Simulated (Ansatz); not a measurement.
**Single-point calculation of Al$_{2}$HSeF**

System: Al$_{2}$HSeF.
Method: RKS wB97M-V/def2-SVP (Ansatz 0.2.0).

The geometry comes from this level: PBE0-D4/def2-TZVP.

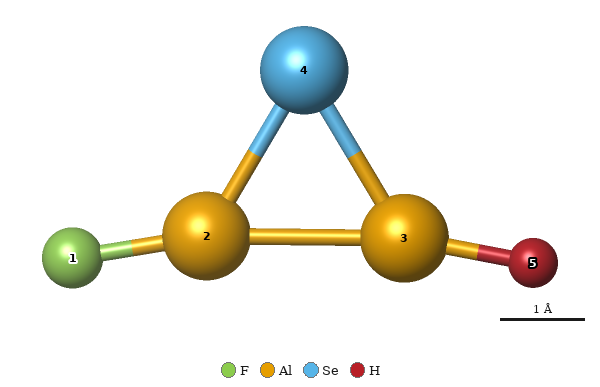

**Figure 1.** The structure (ball-and-stick view, seen on its broad side; atoms are numbered from 1 in the order of the input). Sticks mark near contacts.

**Summary**

| quantity | value |
| --- | --- |
| outcome | converged |
| total energy | −81260.4281 eV |
| SCF solution under orbital rotations | stable |
| HOMO | −8.23 eV |
| LUMO | −0.52 eV |
| hardware | 2 threads of Arm Neoverse V1, 23 GiB of memory available, shared host |
| wall time | 7 s (CPU time 14 s) |
| peak memory | 0.26 GiB |

**Input**
```yaml
crystal:
  periodic: [false, false, false]
  atoms:
    - {symbol: F, position_ang: [-1.312107, -2.187915, 1.294243]}
    - {symbol: Al, position_ang: [-0.513486, -0.944339, 0.573429]}
    - {symbol: Al, position_ang: [0.954405, 0.774237, -0.211011]}
    - {symbol: Se, position_ang: [-1.180813, 0.472971, -1.165779]}
    - {symbol: H, position_ang: [2.101802, 1.811445, -0.532281]}
basis:
  gaussian: {orbitals: def2-SVP}
hamiltonian: {xc: {name: wB97M-V}}
output: {orbitals: {seedname: orbitals}}
```

Command:
```bash
ansatz run in.yaml --threads 2 --pin off --events-out ev --progress --plain --max-ram 4352MiB
```

**What the program printed**
```
Functional definition: wB97M-V
  name "wB97M-V"
  cite "Mardirossian & Head-Gordon, J. Chem. Phys. 144, 214110 (2016) doi:10.1063/1.4952647"
  cite "Becke, J. Chem. Phys. 107, 8554 (1997) doi:10.1063/1.475007"
  cite "Vydrov & Van Voorhis, J. Chem. Phys. 133, 244103 (2010) doi:10.1063/1.3521275"
  # Of w^i u^j: cxij and so on, Table III.
  parameter omega = 0.3/bohr
  parameter cx = 0.15
  parameter cx01 = 1.007
  parameter cx10 = 0.259
  parameter css00 = 0.443
  parameter css04 = -1.437
  parameter css10 = -4.535
  parameter css20 = -3.390
  parameter css43 = 4.278
  parameter cos00 = 1.000
  parameter cos10 = 1.358
  parameter cos20 = 2.924
  parameter cos21 = -8.812
  parameter cos60 = -1.390
  parameter cos61 = 9.142
  parameter b = 6.0
  parameter c = 0.01
  gx(w, u) = 1 - cx + cx01*u + cx10*w
  gss(w, u) = css00 + css04*u^4 + css10*w + css20*w^2 + css43*w^4*u^3
  gos(w, u) = cos00 + cos10*w + (cos20 + cos21*u)*w^2 + (cos60 + cos61*u)*w^6
  exchange = spin_sum(e_x_unif_sr(omega)*gx(b97_w, b97_u_x)) + cx*exact_x_sr(omega) + exact_x_lr(omega)
  correlation = spin_sum(e_c_pw_mod_same_spin*gss(b97_w, b97_u_same))
      + integral(e_c_pw_mod_opposite_spin*gos(b97_w_opposite, b97_u_opposite)) + vv10(b, c)
802 factors; integrals over basis functions are off by at most 1.1e-3 eV
221 factors; integrals over basis functions are off by at most 8.4e-6 eV
mean field evaluation 1: about -81257.3741 eV, gradient 3.6e1 eV
mean field evaluation 2: about -81257.1247 eV, gradient 4.5e1 eV
mean field evaluation 4: about -81260.3769 eV, gradient 1.4e0 eV
mean field evaluation 8: about -81260.4280 eV, gradient 7.3e-2 eV
mean field evaluation 16: about -81260.4280 eV, gradient 3.4e-5 eV
mean field -81260.42803250 eV, -2986.2656498981 hartree, gradient 3.4e-5 eV, S^2 0.000000; 0 other end points of the search recorded, 0 dependent functions left out
reference -81260.42807793 eV, -2986.2656515673 hartree; 35, 35 occupied and 52, 52 virtual orbitals, 802 factors
Total energy: -81260.42807793 eV, -2986.2656515673 hartree
```

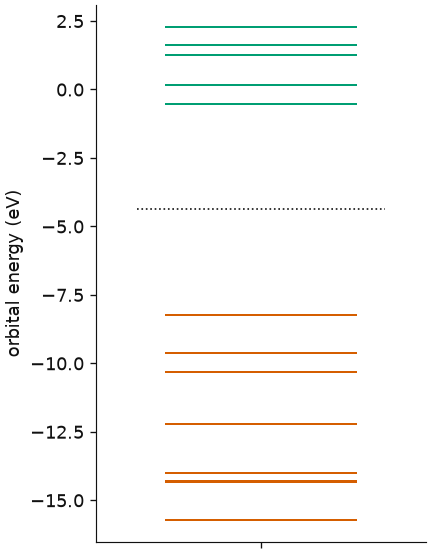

**Figure 2.** Orbital energies near the frontier; the dotted line parts filled from empty levels, and levels within 0.02 eV of each other stand side by side. Highest filled −8.23 eV, lowest empty −0.52 eV, 7.71 eV apart.
